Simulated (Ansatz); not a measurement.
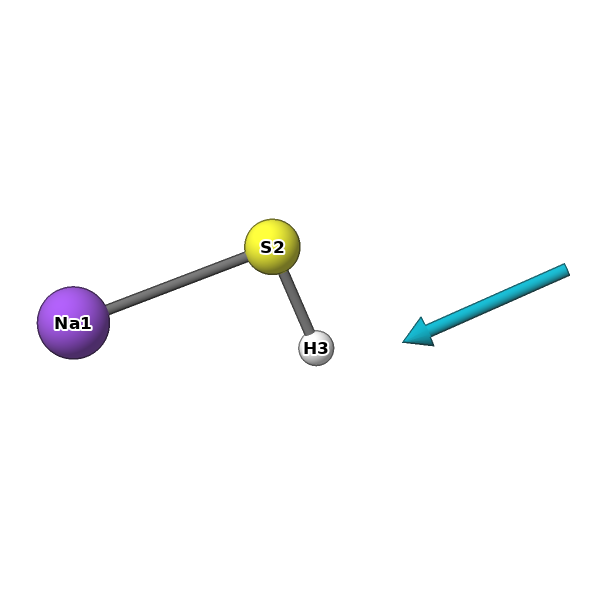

The arrow beside the molecule shows the direction of the dipole moment, from the negative to the positive end (its length means nothing). The geometry was computed by an optimisation with PBE0-D4/def2-TZVP. No frequency run is at hand to confirm it as a minimum. Properties computed with RKS PBE0-D4/def2-TZVP (Ansatz 0.2.0).

Q: Estimate the dipole moment.

A: 8.22 D; it points from the side of S2, H3 to the side of Na1 (the outermost atoms at the two ends).
